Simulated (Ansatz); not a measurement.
Consider H$_{7}$NSn$_{2}$.

```xyz
10

N    -0.0914   -0.5106    1.0638
Sn   -1.6633   -1.1861   -0.6388
Sn   -2.1563    1.6453   -0.7709
H    -0.1536   -1.1142    1.8833
H     0.8768   -0.5160    0.7444
H    -0.3187    0.4440    1.3548
H    -2.8170   -1.2342    0.7228
H    -1.3212    2.2992    0.6253
H    -3.7697    2.2348   -0.6220
H    -1.4716    2.5297   -2.0886
```

Geometry: PBE0-D3(BJ)/def2-SVP; core potentials replace the inner electrons of Sn.

Computed with isolated molecule in a Gaussian basis; Kohn-Sham density functional theory, functional PBE0 (Ansatz).

Q: What will maps of the electron density and electron localisation function show?

A: Sn–N (2.41 Å): ρ at the midpoint is about 0.34 e/Å³; the ELF peaks at about 0.95 in the valence shell of N, 0.7 Å from its nucleus, and drops to about 0.10 between the two atoms.
Sn–Sn (2.88 Å): ρ at the midpoint is about 0.36 e/Å³; the ELF peaks at about 0.75 between the atoms (a shared electron pair).

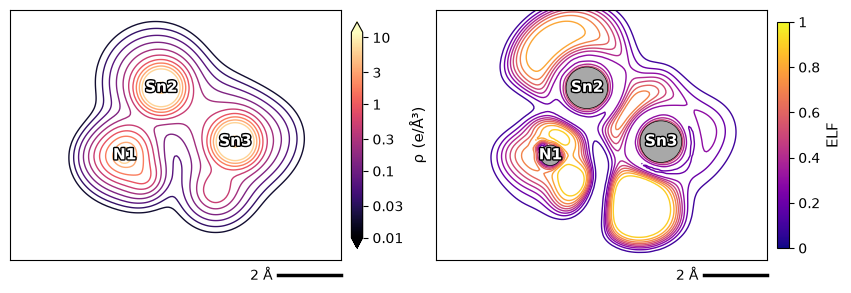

Computed electron density and electron localisation function on the plane of atoms N1, Sn2 and Sn3, in this order. Grey discs cover the atomic cores in the ELF map. 
